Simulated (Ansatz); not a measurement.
TiN (rock salt), generalised stacking-fault energy along a line

Generalised stacking fault of TiN (rock salt) on the {110} plane. The cell below holds the perfect crystal with the plane normal along z; tilting its third vector by the shift puts one fault into each cell, between planes 1.50 Å apart, at fixed cell height.

```
TiN
1.0
    3.00290     0.00000     0.00000
    0.00000     4.24674     0.00000
    1.50145     2.12337     4.50434
N Ti
3 3
Direct
  0.00000   0.00000   0.83333
  0.33333   0.33333   0.16667
  0.66667   0.66667   0.50000
  0.00000   0.50000   0.83333
  0.33333   0.83333   0.16667
  0.66667   0.16667   0.50000
```

In-plane vectors a = (3.003, 0.000) Å, b = (0.000, 4.247) Å, area 12.75 Å². The shift is s times the vector a (length 3.003 Å), so s = 1 restores the start. Atoms relax along the normal only. γ = [E(shift) − E(0)] / area.

Computed with PBE (plane waves to 420 eV, PAW, scalar-relativistic; Ansatz, a first-principles code). k mesh 14×14×14 (Γ-centred), Fermi-Dirac smearing 0.05 eV. E is the zero-smearing estimate. Stress and pressure are positive under compression. Some relaxations began with atoms very close together and may have settled on another branch. With partly filled bands, the k mesh leaves noise in γ, roughly 0.02 J/m² as judged from a few cases. Faults lie only 4.5 Å apart, and holding the cell height raises γ above its relaxed value. The PAW data are Ansatz's earlier set. TiN is run without spin polarisation. TiN was relaxed with its symmetry unable to fall. The zero of γ is zero shift.

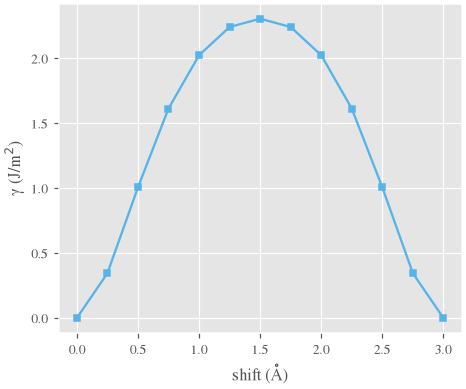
Figure: γ (J/m²) against shift (Å); one marker a computed point (the last repeats the first, one period on).

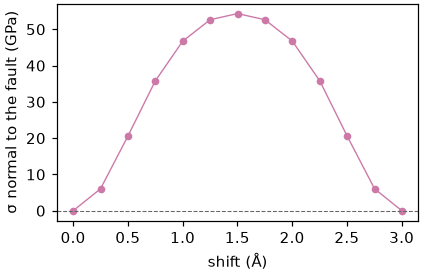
σ normal to the fault (GPa) against shift (Å); one marker a computed point (the last repeats the first, one period on).

The steepest slope dγ/d(shift) before the first maximum (spline) is 27 GPa and the highest computed γ on the line is 2.31 J/m². Position of the highest point: s = 0.500. Local minima between the ends: no computed point is one.

A slope of 1 mJ/m² per Å is 0.01 GPa.

(The slope of γ gives the shear force per area between the displaced halves; near zero shift its curvature is an elastic stiffness.)
